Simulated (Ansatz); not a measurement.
CH$_{7}$NOSi (SMILES C[SiH](N)O)

```yaml
atoms:
  - { symbol: C, position_ang: [-1.1346, 0.8868, 0.2400] }
  - { symbol: Si, position_ang: [-0.0095, -0.5999, 0.1277] }
  - { symbol: N, position_ang: [1.6094, -0.0045, 0.1475] }
  - { symbol: O, position_ang: [-0.2459, -1.5082, -1.2396] }
  - { symbol: H, position_ang: [-2.1772, 0.5865, 0.1112] }
  - { symbol: H, position_ang: [-1.0552, 1.3818, 1.2120] }
  - { symbol: H, position_ang: [-0.9059, 1.6266, -0.5326] }
  - { symbol: H, position_ang: [-0.3270, -1.5745, 1.2067] }
  - { symbol: H, position_ang: [2.3946, -0.6303, 0.2533] }
  - { symbol: H, position_ang: [1.8156, 0.9000, 0.5443] }
  - { symbol: H, position_ang: [0.1010, -1.1213, -2.0499] }
```

All numbers below come from RKS PBE0/def2-mTZVP in Ansatz 0.2.0.

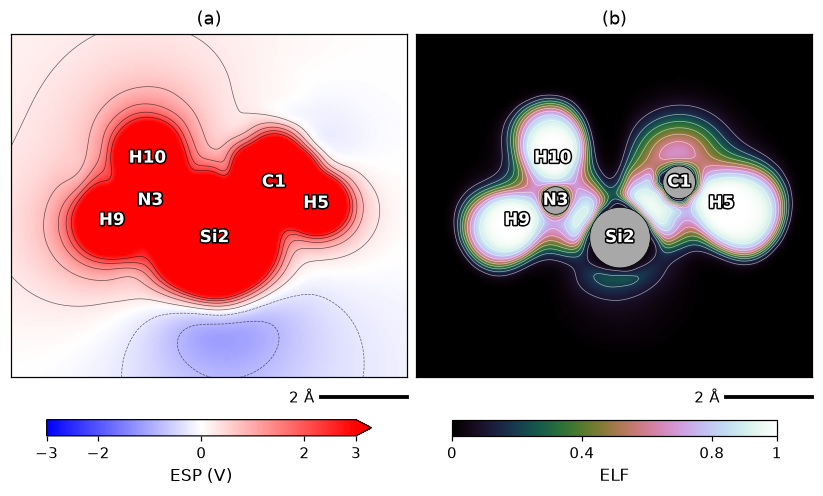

Figure 1. (a) electrostatic potential; (b) electron localisation function on the plane of atoms Si2, C1 and H5. Grey discs cover the atomic cores in the ELF map.

Q: Read the bonding off the picture.

A:
- The plane passes through C, Si, N and H nuclei.
- Si–N (1.73 Å): the ELF peaks at about 0.90 between the atoms; a polar covalent bond.
- C–Si (1.87 Å): the ELF peaks at about 0.95 between the atoms, as expected for a covalent bond.
- N–H (1.01 Å): the ELF climbs to about 1 towards the hydrogen, as it does in any bond to H; a covalent bond by its length.
- C–H (1.09 Å): the ELF climbs to about 1 towards the hydrogen; an ordinary covalent bond to hydrogen.
- Outside the dense part of the molecule the potential is most negative (−1.1 V) near O4, which lies off the plane.

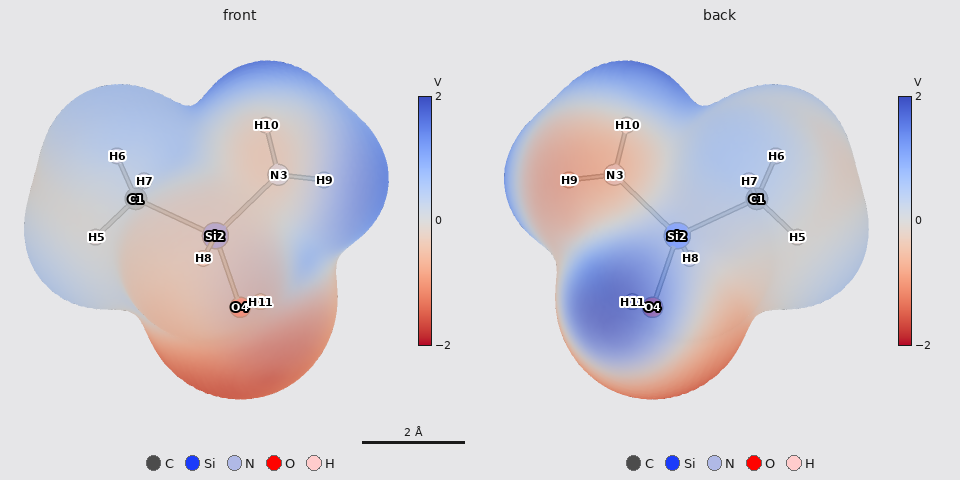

Figure 2. The molecular electrostatic potential painted on the density surface at 0.001 e/bohr³, seen from the front and from behind; red is negative and blue positive.

Q: Describe the electrostatic potential map.

A: The most negative region (about −1.5 V) lies over O4, the most positive (about +1.7 V) over H11. O4 is the likeliest acceptor of a hydrogen bond.

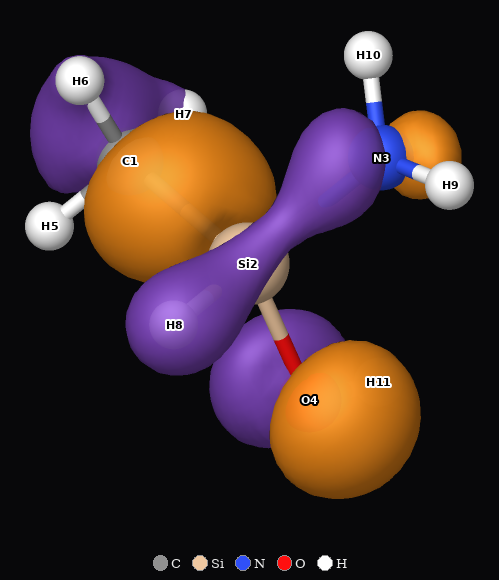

Figure 3. The HOMO−1 at ±0.15 Å⁻³ᐟ² (orange and purple are the two phases), seen at a tilt.

Q: Describe this orbital and give its energy.

A: By Hirshfeld shares it lies mainly on O4 (about 35 %), C1 (about 25 %), Si2 (about 15 %) and N3 (about 10 %). Its energy is −8.39 eV.
